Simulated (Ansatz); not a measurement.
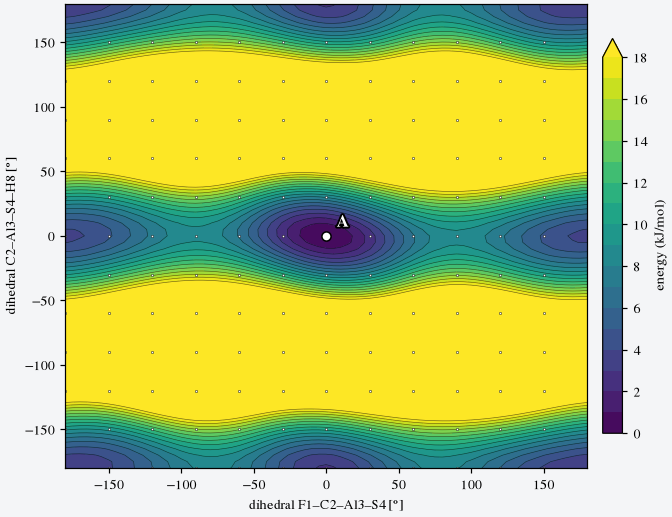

CH4AlFS, SMILES F[CH2][AlH][SH]. First axis: dihedral F1–C2–Al3–S4. Second axis: dihedral C2–Al3–S4–H8. Nothing is relaxed (all other coordinates rigid). The scan uses a 12 × 12 grid; 143 points were computed and 1 follow by symmetry. Points are written as (first, second). Energies: kJ/mol, counted from the lowest grid point. Method: RHF/def2-TZVP in Ansatz 0.2.0.

Drawn: filled contours, dots at the grid points, one colour for all values above the top of the scale, the well A. Between grid points the surface is interpolated.

> Estimate the position of the minimum and the force constants in these coordinates. Take the well at A.

The interpolated minimum is at dihedral F1–C2–Al3–S4 ≈ 0°, dihedral C2–Al3–S4–H8 ≈ 0°. The curvatures there are about 0.22 eV/rad² and 0.69 eV/rad², with a cross term of about 0.075 eV/rad². Round the minimum the valley is somewhat tilted: raising dihedral F1–C2–Al3–S4 shifts the best value of dihedral C2–Al3–S4–H8 downwards (coupling k₁₂/√(k₁₁k₂₂) about 0.2). (1 eV is 96.5 kJ/mol.)
